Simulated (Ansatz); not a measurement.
**CH₃AlBF: ionisation energy by level of theory**

Aim: the vertical ionisation energy of CH₃AlBF, as cation minus neutral at the neutral's geometry, on several levels, and how well −ε(HOMO) stands in for it.

Method: unrestricted cation, the program's frozen cores in correlated methods; program: Ansatz 0.2.0, Gaussian basis.

Plan: UKS PBE-D4/def2-TZVPP; UKS r2SCAN-D4/def2-TZVPP; UKS PBE0-D4/def2-TZVPP; UKS B3LYP-D4/def2-TZVPP; UKS wB97X-V/def2-TZVPP; UKS wB97M-V/def2-TZVPP; UKS B2PLYP/def2-TZVPP; UHF-CCSD(T)/def2-TZVPP; UHF-MP2/def2-QZVPP; extrapolation to the limit; then −ε(HOMO) from the neutral's earlier runs with LDA (SPW92), PBE-D4, revPBE-D4, BLYP-D4, r2SCAN-D4, B97M-V, PBE0-D4, B3LYP-D4, r2SCANh-D4, r2SCAN0-D4, HSE06-D4, BHLYP-D4, CAM-B3LYP-D4, LC-ωPBE, ωB97X-V, ωB97M-V.

## (1) The relaxed structure

All runs share one geometry, relaxed beforehand with PBE0-D4 in a triple-zeta def2 set.

SMILES `[F][Al]1[BH][CH2]1`, 7 atoms, charge 0, spin multiplicity 1.

Atoms are counted from 1 here; the program's logs count them from 0.

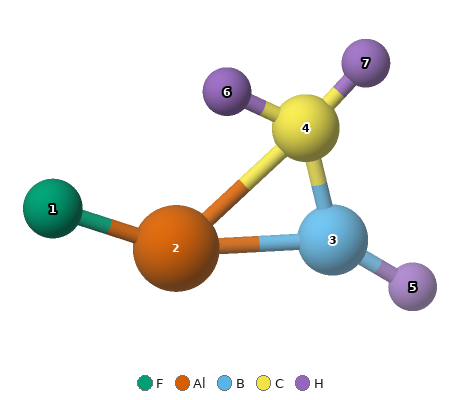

The structure; fluorine teal, aluminium orange, boron blue, carbon yellow, hydrogen purple; atoms are numbered from 1 in the order of the file.

## (2) Cation, UKS PBE-D4/def2-TZVPP

Input file in.yaml:

```yaml
crystal:
  periodic: [false, false, false]
  atoms:
    - {symbol: F, position_ang: [-1.001844, -1.924923, 1.616970]}
    - {symbol: Al, position_ang: [-0.541145, -1.286601, 0.171006]}
    - {symbol: B, position_ang: [0.171296, 0.011558, -1.118591]}
    - {symbol: C, position_ang: [0.290761, 0.728350, 0.145816]}
    - {symbol: H, position_ang: [0.426506, 0.250886, -2.248556]}
    - {symbol: H, position_ang: [0.019231, 0.413064, 1.169806]}
    - {symbol: H, position_ang: [0.696495, 1.739765, 0.217848]}
basis:
  gaussian: {orbitals: def2-TZVPP}
total_charge: 1
magnetization: {spin_polarized: true, initial_magnetization: 1}
hamiltonian: {xc: pbe, dispersion: d4}
```

Started as:

```
$ ansatz run in.yaml --threads 2 --pin off --events-out ev --progress --plain --max-ram 4352MiB
```

After this run come: Cation, UKS r2SCAN-D4/def2-TZVPP; Cation, UKS PBE0-D4/def2-TZVPP; Cation, UKS B3LYP-D4/def2-TZVPP; Cation, UKS wB97X-V/def2-TZVPP; Cation, UKS wB97M-V/def2-TZVPP; Cation, UKS B2PLYP (frozen core)/def2-TZVPP; Cation, UHF-CCSD(T)/def2-TZVPP; Cation, UHF-MP2/def2-QZVPP.

Q: Predict the results of all the runs planned. Wanted: ionisation energy, CCSD(T)/CBS; nearest functional by difference; nearest −ε(HOMO); −ε(HOMO) of PBE; T1 of the cation.

The runs gave:

| quantity | value |
| --- | --- |
| ionisation energy, CCSD(T)/CBS | 9.57 eV |
| nearest functional by difference | B3LYP-D4 (-0.13 eV) |
| nearest −ε(HOMO) | ωB97X-V (-0.03 eV) |
| −ε(HOMO) of PBE | 6.35 eV |
| T1 of the cation | 0.014 |

**Reading.** By cation minus neutral, the functionals miss by 0.24 eV at most. −ε(HOMO) of PBE misses by 3.2 eV, since self-interaction lifts the level. Among orbital estimates ωB97X-V comes nearest. Hartree-Fock falls 1.70 eV short, as the neutral has more correlation energy than the cation.
